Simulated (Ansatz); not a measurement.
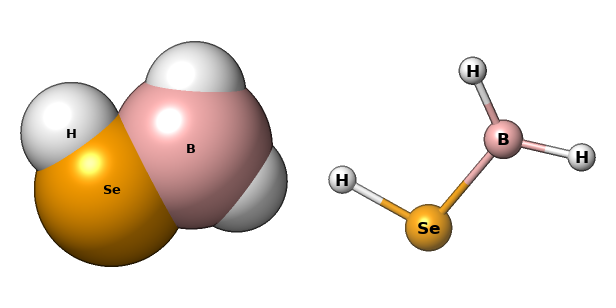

Two views of one molecule.

Computed geometry: PBE0-D4/def2-TZVP optimisation.

Description:

It has 5 atoms: 1 boron, 3 hydrogen and 1 selenium (BH3Se). The point group is Cs. All atoms lie on one plane. Coordination: 1 B trigonal planar; 1 Se bent.

More results for the same structure follow; atom numbers are the same in all pictures, views and colours differ.

### Vibrations

Harmonic vibrations computed with RKS PBE0-D4/def2-TZVP (Ansatz 0.2.0) at a stationary point of the same level.

How many vibrational modes are there, and where do they lie?

Answer. 9 modes: 603, 606, 706, 878, 917, 1175, 2434, 2617, 2730 cm⁻¹.

### Dipole moment

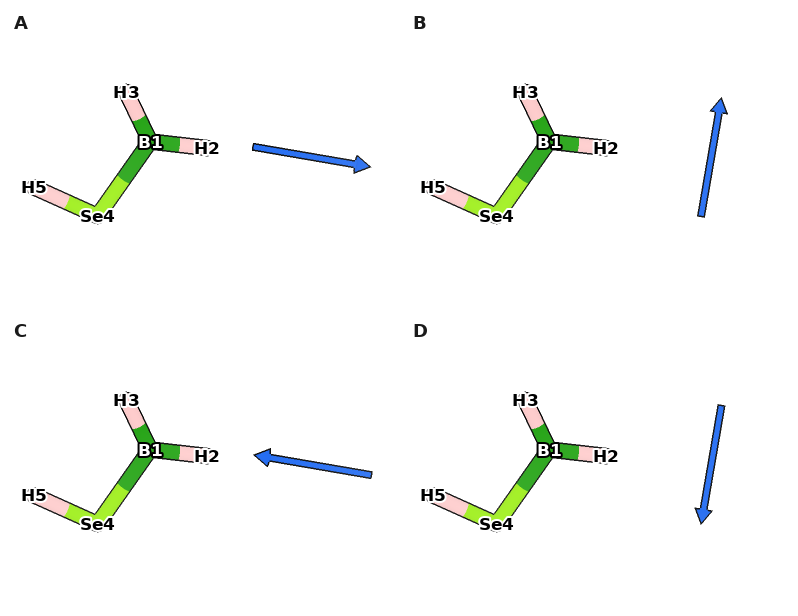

The same molecule four times, each with an arrow. Level of theory: RKS PBE0-D4/def2-TZVP (Ansatz 0.2.0).

Which arrow points along the dipole moment, from the negative to the positive end?

Answer. C. The dipole moment is 0.70 D; it points from the side of H2 to the side of H5 (the outermost atoms at the two ends).

### Electronic properties

Method: RKS PBE0-D4/def2-TZVPP (Ansatz 0.2.0).

Computed properties:

- HOMO energy (Kohn–Sham orbital): −7.93 eV
- LUMO energy (Kohn–Sham orbital): −1.47 eV
- HOMO–LUMO gap: 6.46 eV

### Thermal motion

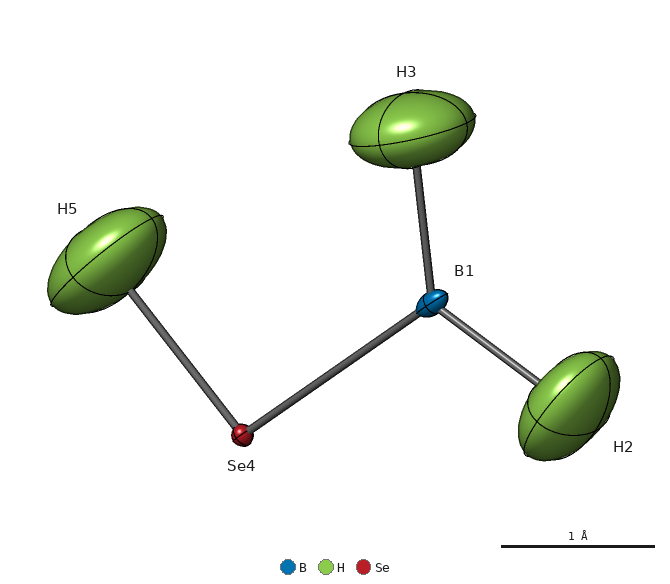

Displacement ellipsoids at the 50 % level, enlarged 2 times, from the internal vibrations of the free molecule (harmonic, no overall translation or rotation; no half-axis is drawn under 0.075 Å). Vibrations computed with RKS PBE0-D4/def2-TZVP (Ansatz 0.2.0). Temperature: 400 K.

Which atom moves most?

Answer. H5, with U_eq = 0.0166 Å².

Does H5 move more along its bond or across it?

Answer. Across it: the root-mean-square amplitude is 0.082 Å along the bond and up to 0.160 Å across, since bending and torsion are softer than stretching.

List U_eq and the three principal root-mean-square amplitudes for each kind of atom.

```json
{"atom": "B1", "U_eq (Å²)": "0.00098", "rms amplitudes (Å)": "0.021, 0.021, 0.045"}
{"atom": "H2", "U_eq (Å²)": "0.0142", "rms amplitudes (Å)": "0.079, 0.124, 0.145"}
{"atom": "H3", "U_eq (Å²)": "0.0142", "rms amplitudes (Å)": "0.079, 0.128, 0.142"}
{"atom": "Se4", "U_eq (Å²)": "0.00002", "rms amplitudes (Å)": "0.002, 0.002, 0.007"}
{"atom": "H5", "U_eq (Å²)": "0.0166", "rms amplitudes (Å)": "0.082, 0.132, 0.160"}
```
